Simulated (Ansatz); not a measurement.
# Computed frozen-phonon scan: W (fcc, Cu type)

Relaxed W (fcc, Cu type):

```yaml
crystal:
  lattice:
    - [0.00000, 3.97175, 3.97175]
    - [1.98588, 0.00000, 1.98588]
    - [1.98588, 1.98588, 0.00000]
  atoms:
    - { symbol: W, position: [0.00000, 0.00000, 0.00000] }
    - { symbol: W, position: [0.50000, 0.00000, 0.00000] }
```

The atoms are displaced by Q × the pattern below (from a DFPT mode at L = (0.5, 0.0, 0.0), largest move 1; Q in Å), at fixed cell. It is one choice among 2 degenerate patterns. (q is in reciprocal vectors of the primitive cell; the cell shown is doubled to hold the pattern.)

| atom | x | y | z |
|---|---|---|---|
| W1 | 0.285 | -0.520 | 0.805 |
| W2 | -0.285 | 0.520 | -0.805 |

All values below come from LDA (plane waves to 420 eV, PAW, scalar-relativistic; Ansatz, an electronic-structure program). k mesh 10×20×20 (Γ-centred), Fermi-Dirac smearing 0.05 eV. Energies are smeared free energies. Compression counts positive. With partly filled bands, energies and forces of such displacements shift with the k mesh and the smearing. Spin-orbit coupling is left out, though W is heavy. This is one of several known forms of W; the measured ambient cells at hand have space group No. 229. W is run without spin polarisation. W was relaxed with its symmetry unable to fall. ΔE is measured from the undisplaced structure.

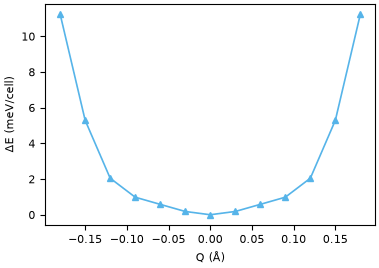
Figure: ΔE (meV/cell) against Q (Å); one marker a computed point.

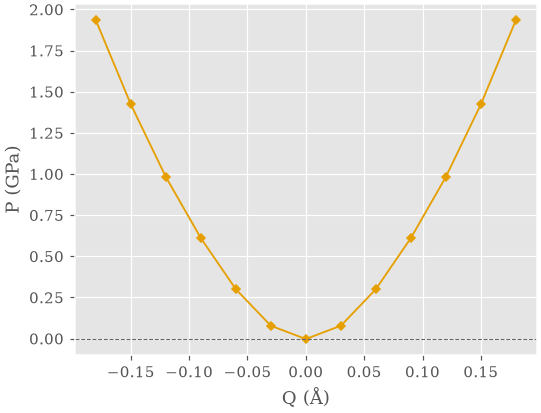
Fig. 1. P (GPa) against Q (Å); markers are the computed points, lines only join them.

The energy at Q = 0.180 Å comes out as 11.2 meV/cell. Space group of the distorted cell: P-1 (No. 2), lowered from Fm-3m. Harmonic wavenumber from the curvature (finite differences): 18 cm⁻¹. Wavenumber by perturbation theory (DFPT, on another k mesh): 18 cm⁻¹. Shape of the curve: a single well with its minimum at or next to zero displacement.

E″ = 0.42 eV/Å², M = Σ mᵢ|uᵢ|² = 367.7 u, ν̃ = 521.5·√(|E″|/M).

(A displaced cell: forces are minus the slopes of the energy, force constants its curvatures, and phonons follow from these.)
